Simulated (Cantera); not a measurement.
A closed system holds: 1 mol C₃H₆, 0.15 mol NH₃, held at 133 Pa.

These are equilibrium values from Cantera (NASA tables, ideal gas, pure condensed phases), not measurements of a reactor. Candidate condensed phases: C, C₆H₆, C₇H₈, C₈H₁₈; 92 gas species. Equilibrium is a limit: real reactors are often held back by kinetics, nucleation or transport.

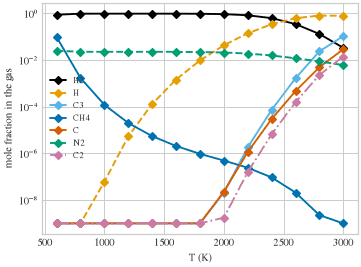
*Equilibrium gas composition (values under 1e-9 drawn at 1e-9)*

From 600 K to 2800 K the condensed part is C(graphite). At 3000 K nothing is condensed. The main C-bearing gas is CH₄ at 600 K and C₃ at 3000 K.
